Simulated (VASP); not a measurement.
## Run report: N, molecular dynamics (part 6 of 6)

Continued. System: N (disordered cell, 24 atoms in the cell). Method: Kohn-Sham DFT of a periodic cell, LDA, VASP PAW LDA potentials, recommended, no spin polarisation (VASP 6.6.1); cutoff 520 eV, 1×1×1 k-mesh, fermi-dirac of 0.05 eV. It belongs to a series of runs on one base structure; here: dynamics from the last frame of the run before.

Geometry of the input (Å; fractional positions):
```
8.8621  0.0000  0.0000
0.0000  8.8621  0.0000
0.0000  0.0000  8.8621
N  0.9313  0.6929  0.2554
N  0.9327  0.7439  0.3654
N  0.9220  0.6883  0.7318
N  0.8051  0.7257  0.7231
N  0.2379  0.9141  0.4456
N  0.2439  0.8952  0.3233
N  0.9284  0.2972  0.6052
N  0.8932  0.2679  0.4838
N  0.0589  0.3521  0.9265
N  0.1279  0.4455  0.9719
N  0.7479  0.0560  0.8016
N  0.8649  0.0709  0.7792
N  0.5675  0.5354  0.4305
N  0.6253  0.4284  0.4199
N  0.4779  0.7516  0.8657
N  0.4392  0.6375  0.8659
N  0.6931  1.0340  0.0971
N  0.5736  1.0229  0.1159
N  0.0621  0.9919  1.0083
N  0.1673  1.0125  0.9473
N  0.4243  0.2932  0.8905
N  0.5424  0.3283  0.8671
N  0.5592  0.0445  0.5801
N  0.5214  0.0820  0.4709
```

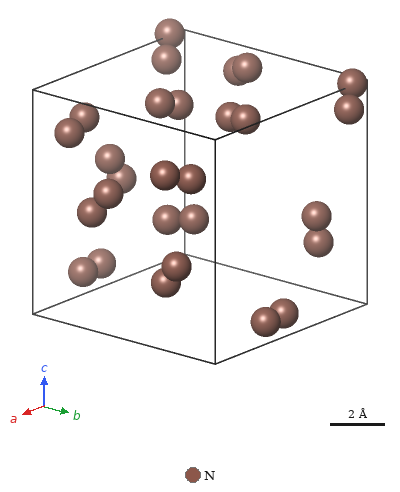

Figure 1. The geometry at step 29 of the log (spheres-only view of the cell of the calculation, seen at an oblique angle).

Trajectory as extended XYZ, continued:
```
24
Lattice="8.8621 0.0000 0.0000 0.0000 8.8621 0.0000 0.0000 0.0000 8.8621" Properties=species:S:1:pos:R:3:forces:R:3 step=18 energy=-209.72587 temperature=592.5
N     8.1974    5.9712    2.3077    0.5267   2.4957   3.7304
N     8.3339    6.5982    3.2463   -0.5850  -2.5223  -3.7495
N     8.2355    5.9836    6.5793   -3.2685   1.3396  -0.7045
N     7.2111    6.4038    6.3570    3.2590  -1.3663   0.7002
N     2.1533    8.1774    3.9383   -0.4531  -0.4103  -3.6013
N     2.0425    8.0643    2.8201    0.3400   0.3448   3.5501
N     8.1418    2.8731    5.2714    0.3142   3.9548   6.8694
N     8.1001    2.3575    4.3467   -0.2833  -3.8581  -6.9351
N     0.6826    3.2015    8.1903   -0.2824  -0.3543  -0.1830
N     1.2348    4.0505    8.6198    0.1994   0.3946   0.1937
N     6.5513    0.5556    7.2117    5.3009   0.7356  -0.9409
N     7.6567    0.7070    6.9577   -5.0851  -0.7214   1.0586
N     4.9961    4.6714    3.7679    0.3279  -0.7878  -0.1069
N     5.3957    3.6468    3.6248   -0.3318   0.8043   0.1186
N     4.1657    6.5055    7.7830   -0.8299  -2.8025  -0.3231
N     3.8346    5.4382    7.6532    0.7392   3.4098   0.2824
N     6.1261    0.2024    0.9024   -3.7975  -0.2684   0.5065
N     5.0014    0.1336    0.9984    3.7027   0.2203  -0.2452
N     0.6587    8.7720    0.0505   -1.8479  -0.8379   1.7797
N     1.4295    0.2259    8.2150    2.0032   0.7607  -1.6724
N     3.8007    2.8190    7.6992    0.3708  -0.3566   0.0249
N     4.8922    2.9235    7.8342   -0.2154  -0.2516  -0.0188
N     4.9818    0.4669    5.2088   -1.0798   0.2223  -1.8783
N     4.4622    0.6336    4.2355    0.9769  -0.1405   1.5495
24
Lattice="8.8621 0.0000 0.0000 0.0000 8.8621 0.0000 0.0000 0.0000 8.8621" Properties=species:S:1:pos:R:3:forces:R:3 step=21 energy=-209.82543 temperature=633.7
N     8.1891    5.9488    2.3224    0.5089   2.1960   3.1190
N     8.3431    6.5934    3.2394   -0.5674  -2.2241  -3.1357
N     8.2352    5.9691    6.5923   -1.4090   0.6026  -0.3352
N     7.2342    6.3941    6.3510    1.3996  -0.6208   0.3325
N     2.1576    8.1877    3.9209   -0.1765  -0.1011  -0.4542
N     2.0245    8.0867    2.8275    0.0362   0.0215   0.3986
N     8.1276    2.9211    5.2644   -0.0121   1.9496   2.9586
N     8.1314    2.3482    4.3466    0.0356  -1.8667  -3.0163
N     0.7073    3.2140    8.1868   -0.0902  -0.0567  -0.0409
N     1.2511    4.0688    8.6215    0.0058   0.0957   0.0494
N     6.5490    0.5670    7.2335    5.1504   0.7114  -1.0063
N     7.6498    0.7179    6.9656   -4.9386  -0.6887   1.0905
N     4.9892    4.6650    3.7611    1.0927  -2.9308  -0.4236
N     5.3730    3.6176    3.6085   -1.0907   2.9461   0.4343
N     4.1564    6.4851    7.8018   -1.2553  -4.1864  -0.5776
N     3.8218    5.4093    7.6484    1.1491   4.8928   0.5310
N     6.1163    0.1852    0.9135   -3.4379  -0.2316   0.4346
N     4.9931    0.1225    0.9945    3.3415   0.1813  -0.1644
N     0.6666    8.7627    0.0589    2.1557   0.8974  -1.9890
N     1.4340    0.2492    8.1760   -2.0006  -0.9774   2.0969
N     3.8178    2.8499    7.6684   -0.4681  -0.4958  -0.1129
N     4.8982    2.9206    7.8580    0.6359  -0.2063   0.1222
N     4.9834    0.4767    5.2181   -1.9984   0.4244  -3.4480
N     4.4360    0.6218    4.2402    1.9312  -0.3269   3.1357
24
Lattice="8.8621 0.0000 0.0000 0.0000 8.8621 0.0000 0.0000 0.0000 8.8621" Properties=species:S:1:pos:R:3:forces:R:3 step=23 energy=-210.07664 temperature=731.5
N     8.1853    5.9415    2.3434   -0.0719  -0.2254  -0.3131
N     8.3473    6.5824    3.2236    0.0141   0.1942   0.2973
N     8.2293    5.9617    6.5997    1.7188  -0.7396   0.4472
N     7.2555    6.3851    6.3482   -1.7255   0.7259  -0.4498
N     2.1598    8.1941    3.9061    0.2666   0.1840   2.9592
N     2.0126    8.1021    2.8353   -0.4254  -0.2733  -3.0164
N     8.1182    2.9617    5.2727    0.1136  -2.0094  -3.1346
N     8.1525    2.3341    4.3332   -0.0939   2.0831   3.0838
N     0.7235    3.2220    8.1842    0.1171   0.2784   0.1250
N     1.2622    4.0817    8.6229   -0.2047  -0.2402  -0.1167
N     6.5653    0.5773    7.2448    0.5617   0.0827   0.0753
N     7.6279    0.7229    6.9746   -0.3655  -0.0574  -0.0185
N     4.9881    4.6513    3.7551    0.6852  -1.9020  -0.2820
N     5.3542    3.6072    3.5989   -0.6797   1.9143   0.2925
N     4.1459    6.4573    7.8127   -0.3784  -1.3670  -0.1917
N     3.8170    5.4061    7.6468    0.2665   2.1094   0.1448
N     6.0977    0.1727    0.9225    0.1452  -0.0360   0.1803
N     4.9993    0.1156    0.9913   -0.2447  -0.0161   0.0909
N     0.6776    8.7587    0.0594    2.9703   1.3602  -2.9204
N     1.4318    0.2624    8.1552   -2.8183  -1.4381   3.0230
N     3.8281    2.8691    7.6473   -0.2149  -0.5077  -0.0835
N     4.9041    2.9180    7.8745    0.3885  -0.2300   0.0934
N     4.9779    0.4848    5.2130   -1.0359   0.1541  -1.6946
N     4.4246    0.6127    4.2536    1.0059  -0.0442   1.4101
24
Lattice="8.8621 0.0000 0.0000 0.0000 8.8621 0.0000 0.0000 0.0000 8.8621" Properties=species:S:1:pos:R:3:forces:R:3 step=25 energy=-209.62582 temperature=602.1
N     8.1812    5.9333    2.3638   -0.8533  -3.1415  -4.1611
N     8.3516    6.5718    3.2086    0.7953   3.1101   4.1485
N     8.2279    5.9523    6.6084    3.6471  -1.6126   1.0102
N     7.2725    6.3778    6.3441   -3.6534   1.6063  -1.0129
N     2.1627    8.2011    3.8989    0.4404   0.2273   3.9140
N     1.9994    8.1170    2.8354   -0.6166  -0.3270  -3.9686
N     8.1090    2.9976    5.2730    0.3977  -4.0977  -5.8600
N     8.1735    2.3251    4.3276   -0.3811   4.1618   5.8151
N     0.7402    3.2309    8.1819    0.1982   0.4186   0.1944
N     1.2729    4.0941    8.6240   -0.2882  -0.3828  -0.1861
N     6.5830    0.5878    7.2566   -5.8920  -0.8022   1.7559
N     7.6052    0.7278    6.9836    6.0712   0.8248  -1.7312
N     4.9887    4.6325    3.7484   -0.2232   0.7208   0.1123
N     5.3334    3.6018    3.5899    0.2337  -0.7114  -0.1016
N     4.1343    6.4258    7.8233    1.1481   3.4663   0.6334
N     3.8128    5.4084    7.6456   -1.2601  -2.6982  -0.6796
N     6.0793    0.1600    0.9322    4.3229   0.1608  -0.0362
N     5.0047    0.1086    0.9883   -4.4222  -0.2122   0.3047
N     0.6967    8.7583    0.0521    1.9400   0.9287  -1.9803
N     1.4221    0.2718    8.1422   -1.7918  -1.0037   2.0731
N     3.8380    2.8871    7.6257    0.5231  -0.5084   0.0836
N     4.9111    2.9147    7.8914   -0.3486  -0.2517  -0.0740
N     4.9696    0.4933    5.2034    0.8876  -0.2419   1.5733
N     4.4157    0.6034    4.2709   -0.8743   0.3669  -1.8271
24
Lattice="8.8621 0.0000 0.0000 0.0000 8.8621 0.0000 0.0000 0.0000 8.8621" Properties=species:S:1:pos:R:3:forces:R:3 step=27 energy=-209.54180 temperature=595.3
N     8.1748    5.9168    2.3735   -0.9359  -3.2847  -4.1863
N     8.3581    6.5693    3.2041    0.8771   3.2521   4.1760
N     8.2359    5.9385    6.6199    2.1968  -0.9868   0.6497
N     7.2802    6.3747    6.3374   -2.2054   0.9874  -0.6527
N     2.1667    8.2088    3.9018    0.0341  -0.0027   1.2636
N     1.9845    8.1312    2.8250   -0.2262  -0.1079  -1.3184
N     8.1008    3.0230    5.2576    0.5381  -3.9955  -5.3671
N     8.1938    2.3272    4.3375   -0.5234   4.0508   5.3243
N     0.7577    3.2410    8.1800    0.0944   0.2541   0.1097
N     1.2830    4.1056    8.6246   -0.1853  -0.2217  -0.0996
N     6.5855    0.5964    7.2732   -7.1038  -0.9689   2.1430
N     7.5981    0.7350    6.9882    7.2724   0.9911  -2.1507
N     4.9888    4.6154    3.7419   -0.9626   3.0824   0.4881
N     5.3130    3.5943    3.5805    0.9748  -3.0744  -0.4761
N     4.1256    6.4030    7.8357    1.9895   6.0255   1.1960
N     3.8051    5.4036    7.6425   -2.1044  -5.2241  -1.2423
N     6.0720    0.1476    0.9419    4.7026   0.1561  -0.0025
N     4.9987    0.1009    0.9861   -4.8069  -0.2100   0.2754
N     0.7213    8.7603    0.0395   -0.5243  -0.3592   0.6529
N     1.4076    0.2788    8.1346    0.6682   0.2864  -0.5681
N     3.8495    2.9040    7.6041    1.1373  -0.5467   0.2701
N     4.9172    2.9106    7.9084   -0.9605  -0.2437  -0.2603
N     4.9635    0.5013    5.1979    2.2499  -0.4297   3.7441
N     4.4043    0.5949    4.2835   -2.1953   0.5678  -3.9695
24
Lattice="8.8621 0.0000 0.0000 0.0000 8.8621 0.0000 0.0000 0.0000 8.8621" Properties=species:S:1:pos:R:3:forces:R:3 step=29 energy=-210.05524 temperature=789.6
N     8.1658    5.8914    2.3726   -0.1043  -0.3145  -0.3895
N     8.3670    6.5751    3.2104    0.0419   0.2801   0.3810
N     8.2499    5.9219    6.6333   -0.9592   0.4669  -0.3012
N     7.2822    6.3741    6.3288    0.9481  -0.4595   0.2977
N     2.1709    8.2167    3.9082   -0.5943  -0.2440  -2.1234
N     1.9687    8.1455    2.8109    0.3815   0.1197   2.0672
N     8.0938    3.0382    5.2275    0.2280  -1.3229  -1.7137
N     8.2131    2.3402    4.3619   -0.2164   1.3719   1.6747
N     0.7758    3.2520    8.1784   -0.1181  -0.0998  -0.0723
N     1.2929    4.1168    8.6250    0.0275   0.1274   0.0846
N     6.5697    0.6026    7.2956   -1.2294  -0.1678   0.4673
N     7.6097    0.7449    6.9872    1.3962   0.1925  -0.5079
N     4.9864    4.6061    3.7365   -0.8039   2.7339   0.4439
N     5.2946    3.5786    3.5697    0.8210  -2.7247  -0.4320
N     4.1220    6.3955    7.8515    1.0329   2.9670   0.6650
N     3.7917    5.3853    7.6360   -1.1560  -2.1022  -0.7137
N     6.0768    0.1352    0.9519    0.7259  -0.0213   0.1734
N     4.9799    0.0926    0.9845   -0.8336  -0.0355   0.1135
N     0.7448    8.7614    0.0285   -2.7359  -1.6935   3.2745
N     1.3946    0.2867    8.1251    2.8801   1.6200  -3.1948
N     3.8642    2.9197    7.5827    1.1818  -0.6222   0.3199
N     4.9209    2.9058    7.9249   -0.9974  -0.2221  -0.3075
N     4.9633    0.5084    5.2020    1.4241  -0.2434   2.3305
N     4.3870    0.5878    4.2859   -1.3361   0.3969  -2.5381
24
Lattice="8.8621 0.0000 0.0000 0.0000 8.8621 0.0000 0.0000 0.0000 8.8621" Properties=species:S:1:pos:R:3:forces:R:3 step=31 energy=-209.78464 temperature=730.0
N     8.1564    5.8645    2.3703    0.7546   2.4963   2.9466
N     8.3762    6.5820    3.2181   -0.8194  -2.5327  -2.9543
N     8.2617    5.9061    6.6462   -3.0399   1.4750  -1.0143
N     7.2867    6.3722    6.3209    3.0271  -1.4610   1.0103
N     2.1735    8.2240    3.9091   -0.9637  -0.3341  -3.7084
N     1.9535    8.1603    2.8019    0.7289   0.1939   3.6534
N     8.0872    3.0505    5.1925   -0.7952   3.7970   4.3206
N     8.2323    2.3569    4.3910    0.8040  -3.7523  -4.3559
N     0.7939    3.2630    8.1766   -0.2699  -0.3649  -0.2109
N     1.3029    4.1286    8.6256    0.1783   0.3869   0.2252
N     6.5499    0.6085    7.3199    4.3283   0.5894  -1.2803
N     7.6256    0.7555    6.9848   -4.1608  -0.5603   1.2093
N     4.9817    4.6037    3.7322    0.0136   0.0033   0.0016
N     5.2781    3.5554    3.5575    0.0065   0.0077   0.0111
N     4.1211    6.3959    7.8694   -0.5429  -1.8273  -0.3942
N     3.7750    5.3610    7.6276    0.4064   2.7620   0.3429
N     6.0838    0.1226    0.9625   -3.2614  -0.1645   0.2566
N     4.9584    0.0839    0.9833    3.1494   0.1029   0.0440
N     0.7618    8.7580    0.0258   -2.2963  -1.5350   2.8993
N     1.3888    0.2990    8.1072    2.4408   1.4587  -2.8209
N     3.8825    2.9339    7.5618    0.6354  -0.6934   0.1596
N     4.9219    2.9003    7.9411   -0.4418  -0.2148  -0.1442
N     4.9667    0.5149    5.2123   -0.6698   0.0282  -0.9647
N     4.3659    0.5817    4.2817    0.7877   0.1392   0.7691
24
Lattice="8.8621 0.0000 0.0000 0.0000 8.8621 0.0000 0.0000 0.0000 8.8621" Properties=species:S:1:pos:R:3:forces:R:3 step=33 energy=-209.35494 temperature=611.8
N     8.1488    5.8439    2.3758    1.0883   3.4550   3.9392
N     8.3834    6.5822    3.2182   -1.1561  -3.4933  -3.9448
N     8.2657    5.8940    6.6565   -3.0074   1.4951  -1.0620
N     7.2992    6.3665    6.3155    2.9917  -1.4742   1.0573
N     2.1736    8.2306    3.9002   -0.8546  -0.2770  -2.8267
N     1.9400    8.1758    2.8025    0.5956   0.1226   2.7725
N     8.0783    3.0731    5.1682   -1.5405   6.2062   6.5854
N     8.2541    2.3638    4.4092    1.5476  -6.1689  -6.6200
N     0.8116    3.2732    8.1742   -0.2336  -0.3126  -0.1875
N     1.3136    4.1416    8.6268    0.1421   0.3287   0.2030
N     6.5412    0.6160    7.3411    6.3084   0.8570  -2.0182
N     7.6309    0.7648    6.9855   -6.1411  -0.8237   1.9222
N     4.9771    4.6013    3.7278    0.6732  -2.4808  -0.4219
N     5.2613    3.5319    3.5452   -0.6505   2.4933   0.4341
N     4.1187    6.3916    7.8865   -1.4151  -4.3359  -1.0700
N     3.7590    5.3435    7.6199    1.2701   5.3234   1.0177
N     6.0823    0.1094    0.9740   -4.6882  -0.1944   0.2312
N     4.9449    0.0754    0.9822    4.5753   0.1295   0.0776
N     0.7730    8.7506    0.0306    0.1192   0.0254  -0.1252
N     1.3893    0.3153    8.0816    0.0249  -0.1034   0.2000
N     3.9027    2.9465    7.5409   -0.0845  -0.7235  -0.1185
N     4.9218    2.8940    7.9570    0.2823  -0.2304   0.1334
N     4.9684    0.5216    5.2203   -2.1239   0.1406  -3.1341
N     4.3465    0.5758    4.2793    2.2741   0.0407   2.9540
24
Lattice="8.8621 0.0000 0.0000 0.0000 8.8621 0.0000 0.0000 0.0000 8.8621" Properties=species:S:1:pos:R:3:forces:R:3 step=35 energy=-209.77184 temperature=769.5
N     8.1440    5.8321    2.3920    0.7475   2.3011   2.5302
N     8.3876    6.5731    3.2076   -0.8146  -2.3402  -2.5323
N     8.2618    5.8856    6.6643   -0.8790   0.4691  -0.3281
N     7.3200    6.3568    6.3128    0.8653  -0.4416   0.3254
N     2.1714    8.2365    3.8837   -0.2240  -0.1425   0.2474
N     1.9279    8.1919    2.8104   -0.0583  -0.0245  -0.3017
N     8.0653    3.1120    5.1605   -0.5285   1.8471   1.7872
N     8.2801    2.3550    4.4106    0.5357  -1.8210  -1.8228
N     0.8290    3.2827    8.1713   -0.0410   0.0190  -0.0180
N     1.3249    4.1556    8.6286   -0.0521  -0.0086   0.0344
N     6.5493    0.6259    7.3573    4.7635   0.6438  -1.6122
N     7.6197    0.7721    6.9914   -4.6031  -0.6126   1.4940
N     4.9741    4.5924    3.7223    0.7916  -3.1239  -0.5451
N     5.2426    3.5145    3.5338   -0.7671   3.1376   0.5559
N     4.1126    6.3757    7.9011   -1.2817  -3.8329  -1.0254
N     3.7460    5.3400    7.6147    1.1371   4.8363   0.9776
N     6.0683    0.0954    0.9863   -3.1591  -0.1364   0.1844
N     4.9433    0.0671    0.9812    3.0437   0.0702   0.1255
N     0.7846    8.7431    0.0353    1.9967   1.4304  -2.7512
N     1.3900    0.3316    8.0561   -1.8550  -1.5084   2.8205
N     3.9232    2.9573    7.5194   -0.3955  -0.7249  -0.2769
N     4.9224    2.8871    7.9736    0.5903  -0.2335   0.2879
N     4.9646    0.5287    5.2202   -2.1663   0.1026  -3.1263
N     4.3328    0.5700    4.2847    2.3539   0.0934   2.9689
24
Lattice="8.8621 0.0000 0.0000 0.0000 8.8621 0.0000 0.0000 0.0000 8.8621" Properties=species:S:1:pos:R:3:forces:R:3 step=37 energy=-209.93986 temperature=845.0
N     8.1410    5.8261    2.4150   -0.3226  -0.9215  -0.9787
N     8.3897    6.5577    3.1903    0.2551   0.8782   0.9767
N     8.2555    5.8783    6.6714    2.2793  -1.1326   0.9000
N     7.3433    6.3458    6.3108   -2.2920   1.1711  -0.9009
N     2.1686    8.2421    3.8676    0.5684  -0.0516   3.6220
N     1.9154    8.2083    2.8176   -0.8692  -0.1249  -3.6752
N     8.0507    3.1566    5.1577    1.0455  -3.3350  -3.1031
N     8.3080    2.3411    4.4069   -1.0376   3.3501   3.0658
N     0.8466    3.2925    8.1683    0.1499   0.3598   0.1594
N     1.3362    4.1699    8.6305   -0.2426  -0.3527  -0.1392
N     6.5701    0.6377    7.3696   -0.4567  -0.0699   0.1597
N     7.5962    0.7779    7.0013    0.6008   0.0981  -0.2956
N     4.9732    4.5750    3.7152    0.3881  -1.6148  -0.2881
N     5.2214    3.5052    3.5237   -0.3629   1.6294   0.2993
N     4.1030    6.3494    7.9132   -0.0732  -0.4035  -0.0856
N     3.7359    5.3494    7.6121   -0.0612   1.3780   0.0439
N     6.0457    0.0808    0.9994    0.9941  -0.0414   0.2141
N     4.9497    0.0589    0.9806   -1.1119  -0.0259   0.0881
N     0.8017    8.7393    0.0327    2.3656   1.8398  -3.4624
N     1.3859    0.3442    8.0376   -2.2296  -1.9180   3.5236
N     3.9430    2.9662    7.4969   -0.0349  -0.7410  -0.1266
N     4.9246    2.8793    7.9912    0.2201  -0.1835   0.1329
N     4.9549    0.5363    5.2118   -0.6940  -0.0015  -0.9274
N     4.3252    0.5644    4.2981    0.9197   0.2092   0.7978
24
Lattice="8.8621 0.0000 0.0000 0.0000 8.8621 0.0000 0.0000 0.0000 8.8621" Properties=species:S:1:pos:R:3:forces:R:3 step=39 energy=-209.38960 temperature=675.9
N     8.1371    5.8175    2.4356   -1.4699  -4.1585  -4.2348
N     8.3925    6.5447    3.1754    1.4016   4.1162   4.2366
N     8.2551    5.8680    6.6809    3.6223  -1.8617   1.5152
N     7.3608    6.3378    6.3065   -3.6369   1.9100  -1.5161
N     2.1672    8.2476    3.8608    0.6513  -0.0972   3.8364
N     1.9005    8.2245    2.8152   -0.9664  -0.0876  -3.8856
N     8.0388    3.1929    5.1469    1.9329  -5.6537  -4.8787
N     8.3334    2.3357    4.4110   -1.9278   5.6595   4.8437
N     0.8647    3.3033    8.1656    0.1907   0.4397   0.2032
N     1.3469    4.1833    8.6321   -0.2860  -0.4386  -0.1791
N     6.5896    0.6494    7.3825   -6.8240  -0.9437   2.5543
N     7.5745    0.7840    7.0103    6.9568   0.9646  -2.7072
N     4.9733    4.5532    3.7073   -0.2775   1.3582   0.2488
N     5.1992    3.5000    3.5142    0.3048  -1.3448  -0.2385
N     4.0933    6.3220    7.9253    1.7426   4.3531   1.4700
N     3.7253    5.3624    7.6094   -1.8635  -3.4245  -1.5075
N     6.0257    0.0659    1.0132    5.0465   0.0092   0.3487
N     4.9530    0.0505    0.9802   -5.1645  -0.0749  -0.0555
N     0.8252    8.7403    0.0209    1.2764   1.0579  -1.9992
N     1.3759    0.3518    8.0283   -1.1457  -1.1321   2.0454
N     3.9630    2.9732    7.4738    0.6533  -0.7864   0.2428
N     4.9273    2.8711    8.0093   -0.4833  -0.0859  -0.2426
N     4.9434    0.5439    5.2009    1.6470  -0.0664   2.4212
N     4.3199    0.5593    4.3135   -1.3832   0.2852  -2.5217
```

Summary:

```json
{"quantity": "outcome", "value": "finished"}
{"quantity": "mean temperature over the second half", "value": "696 K"}
{"quantity": "trajectory", "value": "40 frames kept"}
{"quantity": "electrons treated", "value": "120"}
{"quantity": "potential energy (free energy of the electrons) (last step)", "value": "−209.3896 eV"}
{"quantity": "Fermi energy of the self-consistent step (last step)", "value": "−5.713 eV"}
{"quantity": "pressure (without the kinetic term) (last step)", "value": "2.23 GPa"}
{"quantity": "final volume (last step)", "value": "696.00 Å³"}
{"quantity": "largest force (length of the vector) (last step)", "value": "7.714 eV/Å"}
{"quantity": "wall time", "value": "11 min"}
{"quantity": "peak memory", "value": "0.51 GiB"}
```

Remarks:

Points of doubt noted for this run: lda forms differ. The k-point mesh is coarse for a cell of this size, so the results may not be converged.
